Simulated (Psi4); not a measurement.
# CH6N2 (methylhydrazine): PBE0/cc-pVDZ

Aim: the vertical singlet–triplet gap of CH6N2 (methylhydrazine) at PBE0/cc-pVDZ, from 2 runs. 

Program for the calculation: Psi4 1.11.

### Step 1. The molecule

CH6N2 has 9 atoms, charge 0, and is taken as a singlet. As SMILES, `CNN`. The shape is that of a PBE0-D4/def2-TZVP optimisation. This is one conformer, not always the lowest.

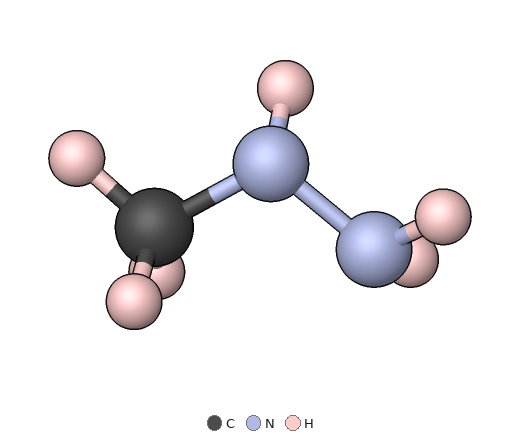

Viewed from a chosen angle; carbon dark grey, nitrogen light blue, hydrogen pink.

### Step 2. A single-point energy at PBE0/cc-pVDZ

File ch6n2.json:

```json
{
 "schema_name": "qcschema_input",
 "schema_version": 1,
 "molecule": {
  "schema_name": "qcschema_molecule",
  "schema_version": 2,
  "symbols": ["C", "N", "N", "H", "H", "H", "H", "H", "H"],
  "geometry": [-1.19487383, 1.46038035, -0.78782682, 1.16596102, 0.32956824, -0.01322808, 0.73113504, -1.65936851, 1.71058009, -2.53109917, 0.12037555, -1.65728981, -0.7997321, 2.960067, -2.15145319, -2.11441456, 2.29223779, 0.85925847, 2.12877648, -0.2774118, -1.55770124, 0.31161584, -3.31665832, 0.8307236, 2.30263128, -1.9091903, 2.76693699],
  "molecular_charge": 0,
  "molecular_multiplicity": 1,
  "fix_symmetry": "c1"
 },
 "driver": "energy",
 "model": {
  "method": "pbe0",
  "basis": "cc-pVDZ"
 },
 "keywords": {
  "reference": "rks",
  "puream": true,
  "e_convergence": 1e-09,
  "d_convergence": 1e-08,
  "scf_type": "pk",
  "dft_radial_points": 99,
  "dft_spherical_points": 590
 }
}
```

On the command line:

```console
$ psi4 --qcschema ch6n2.json -n 1 --memory 1600MB
```

stdout:

```text
[...]
  Running in c1 symmetry.
[...]
  Nuclear repulsion =   84.563479771098315
[...]
  Multiplicity = 1
[...]
  Nalpha       = 13
  Nbeta        = 13
[...]
    Number of basis functions: 72
[...]
   @RKS iter   1:  -150.76257045630484   -2.03129e-01   9.60354e-03 DIIS/ADIIS
[...]
   @RKS iter  11:  -151.00071929113619   -2.27374e-13   1.57903e-09 DIIS
[...]
    Orbital Energies [Eh]
    ---------------------
    Doubly Occupied:
       1A    -14.392374     2A    -14.386855     3A    -10.236706
       4A     -0.981895     5A     -0.796739     6A     -0.654469
       7A     -0.523558     8A     -0.499517     9A     -0.447754
      10A     -0.401102    11A     -0.380730    12A     -0.254946
      13A     -0.229904
[...]
  @RKS Final Energy:  -151.00071929113619
   => Energetics <=
    Nuclear Repulsion Energy =             84.5634797710983150
    One-Electron Energy =                -371.1853260145022091
    Two-Electron Energy =                 151.8306122288260838
    DFT Exchange-Correlation Energy =     -16.2094852765584108
    Empirical Dispersion Energy =           0.0000000000000000
    VV10 Nonlocal Energy =                  0.0000000000000000
    Total Energy =                       -151.0007192911361926
[...]
 Multipole Moments:
 ------------------------------------------------------------------------------------
     Multipole            Electronic (a.u.)      Nuclear  (a.u.)        Total (a.u.)
 ------------------------------------------------------------------------------------
 L = 1.  Multiply by 2.5417464519 to convert [e a0] to [Debye]
 Dipole X            :          1.3394436           -1.0950102            0.2444334
 Dipole Y            :         -0.5144076            0.0165727           -0.4978349
 Dipole Z            :          0.8417692           -1.3188372           -0.4770681
 Magnitude           :                                                    0.7315608
[...]
```

The result, in JSON:

```text
{
 "driver": "energy",
 "model": {
  "method": "pbe0",
  "basis": "cc-pVDZ"
 },
 "success": true,
 "return_result": -151.0007192911362,
 "properties": {
  "calcinfo_nbasis": 72,
  "calcinfo_nmo": 72,
  "calcinfo_nalpha": 13,
  "calcinfo_nbeta": 13,
  "calcinfo_natom": 9,
  "nuclear_repulsion_energy": 84.56347977109832,
  "return_energy": -151.0007192911362,
  "scf_one_electron_energy": -371.1853260145022,
  "scf_two_electron_energy": 151.83061222882608,
  "scf_xc_energy": -16.20948527655841,
  "scf_dipole_moment": [0.24443337517735508, -0.4978349284135337, -0.4770680593905654],
  "scf_total_energy": -151.0007192911362,
  "scf_iterations": 11
 }
}
```

Run time: 26 s. Hardware: 1 thread of AMD EPYC 7R43 (Zen 3), shared host; peak memory 0.81 GiB.

### Step 3. The triplet: energy and forces at UPBE0/cc-pVDZ

File run.py:

```python
import psi4

psi4.set_memory('1600 MB')
psi4.set_num_threads(1)
psi4.set_output_file('psi4.out', False)

geom = psi4.geometry("""
0 3
C     -0.632300     0.772800    -0.416900
N      0.617000     0.174400    -0.007000
N      0.386900    -0.878100     0.905200
H     -1.339400     0.063700    -0.877000
H     -0.423200     1.566400    -1.138500
H     -1.118900     1.213000     0.454700
H      1.126500    -0.146800    -0.824300
H      0.164900    -1.755100     0.439600
H      1.218500    -1.010300     1.464200
symmetry c1
no_reorient
no_com
""")

options = {'basis': 'cc-pVDZ', 'reference': 'uks', 'puream': True, 'e_convergence': 1e-09, 'd_convergence': 1e-08, 'scf_type': 'pk', 'dft_radial_points': 99, 'dft_spherical_points': 590, 'maxiter': 200}
psi4.set_options(options)

result, w = psi4.gradient('pbe0', return_wfn=True)
print('gradient / Eh bohr^-1')
print(result.np.round(6))
print(f'energy = {w.energy():.10f} Eh')
for k, v in sorted(psi4.core.scalar_variables().items()):
    print(f'{k:45s} {v:18.10f}')
```

On the command line:

```console
$ python run.py
```

psi4.out, shortened:

```text
[...]
  Running in c1 symmetry.
[...]
  Nuclear repulsion =   84.563479744097521
[...]
  Multiplicity = 3
[...]
  Nalpha       = 14
  Nbeta        = 12
[...]
    Number of basis functions: 72
[...]
   @UKS iter   1:  -150.52824420271452    3.11975e-02   9.03412e-03 DIIS/ADIIS
[...]
   @UKS iter  18:  -150.77164255593911   -1.98952e-12   2.17578e-09 DIIS
[...]
   @S^2 Observed:                2.004504521E+00
[...]
  @UKS Final Energy:  -150.77164255593911
   => Energetics <=
    Nuclear Repulsion Energy =             84.5634797440975206
    One-Electron Energy =                -369.3813515817139432
    Two-Electron Energy =                 150.1523365624563837
    DFT Exchange-Correlation Energy =     -16.1061072807791099
    Empirical Dispersion Energy =           0.0000000000000000
    VV10 Nonlocal Energy =                  0.0000000000000000
    Total Energy =                       -150.7716425559391098
[...]
 Multipole Moments:
 ------------------------------------------------------------------------------------
     Multipole            Electronic (a.u.)      Nuclear  (a.u.)        Total (a.u.)
 ------------------------------------------------------------------------------------
 L = 1.  Multiply by 2.5417464519 to convert [e a0] to [Debye]
 Dipole X            :         -5.8511109            5.4082072           -0.4429037
 Dipole Y            :          1.1041688           -0.6768999            0.4272689
 Dipole Z            :         -5.7694252            6.2449779            0.4755527
 Magnitude           :                                                    0.7777356
[...]
  -Total Gradient:
     Atom            X                  Y                   Z
    ------   -----------------  -----------------  -----------------
       1       -0.007199535855    -0.021523144788    -0.015559520376
       2        0.098068262449     0.038061126124    -0.058461372465
       3       -0.001511650845    -0.069122437899    -0.022516945343
       4       -0.006292804069     0.012900974290     0.001491523965
       5       -0.006650948614    -0.003339090234     0.009962448102
       6        0.002769154411     0.001387811647    -0.006132852741
       7       -0.065360961183     0.017459534121     0.057732076385
       8        0.009832988859     0.019376303951     0.031014278877
       9       -0.023653410681     0.004799017277     0.002469415512
[...]
```

Standard output:

```text
gradient / Eh bohr^-1
[[-0.0072   -0.021523 -0.01556 ]
 [ 0.098068  0.038061 -0.058461]
 [-0.001512 -0.069122 -0.022517]
 [-0.006293  0.012901  0.001492]
 [-0.006651 -0.003339  0.009962]
 [ 0.002769  0.001388 -0.006133]
 [-0.065361  0.01746   0.057732]
 [ 0.009833  0.019376  0.031014]
 [-0.023653  0.004799  0.002469]]
energy = -150.7716425559 Eh
CURRENT ENERGY                                   -150.7716425559
CURRENT REFERENCE ENERGY                         -150.7716425559
DD SOLVATION ENERGY                                 0.0000000000
DFT FUNCTIONAL TOTAL ENERGY                      -150.7716425559
DFT TOTAL ENERGY                                 -150.7716425559
DFT VV10 ENERGY                                     0.0000000000
DFT XC ENERGY                                     -16.1061072808
GRID ELECTRONS ALPHA                               14.0000010491
GRID ELECTRONS BETA                                12.0000003970
GRID ELECTRONS TOTAL                               26.0000014460
NUCLEAR REPULSION ENERGY                           84.5634797441
ONE-ELECTRON ENERGY                              -369.3813515817
PCM POLARIZATION ENERGY                             0.0000000000
PE ENERGY                                           0.0000000000
SCF ITERATION ENERGY                             -150.7716425559
SCF ITERATIONS                                     18.0000000000
SCF TOTAL ENERGY                                 -150.7716425559
TWO-ELECTRON ENERGY                               150.1523365625
XC GRID RADIAL POINTS                              99.0000000000
XC GRID SPHERICAL POINTS                          590.0000000000
XC GRID TOTAL POINTS                           497560.0000000000
```

Run time: 58 s. Hardware: 1 thread of AMD EPYC 7R43 (Zen 3), shared host; peak memory 0.81 GiB.

### Step 4. What came out

At PBE0/cc-pVDZ:

```
                                        quantity          value
                           singlet: total energy  -151.00072 Eh
                          singlet: dipole moment         1.86 D
                            singlet: HOMO energy       -6.26 eV
                            singlet: LUMO energy        1.87 eV
                          singlet: HOMO–LUMO gap        8.13 eV
                           triplet: total energy  -150.77164 Eh
                          triplet: dipole moment         1.98 D
     triplet: HOMO energy (highest over α and β)       -0.75 eV
                                   triplet: ⟨S²⟩          2.005
               triplet: largest force on an atom     6.189 eV/Å
vertical energy of the triplet above the singlet       6.233 eV
```

In words: At this shape the triplet lies 6.23 eV (601 kJ/mol) above the singlet.
